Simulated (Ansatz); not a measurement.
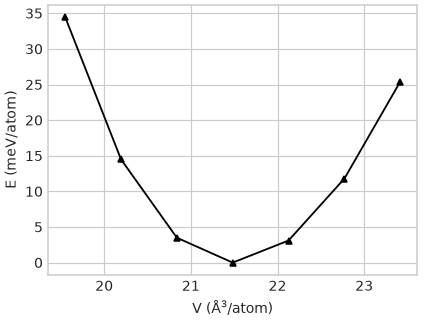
Figure: Mg2Si (fluorite or antifluorite type, Fm-3m) under volume change, the program Ansatz at the PBE level (PAW), scaled uniformly.

What does a third-order Birch–Murnaghan fit give for V₀, B₀ and B′?

V₀ = 21.48 Å³/atom, B₀ = 54.1 GPa, B′ = 4.0.

Symmetry was held in the PBE relaxation; phonons on a q-mesh show no instability.

Potentials: the later of the program's two PAW sets.
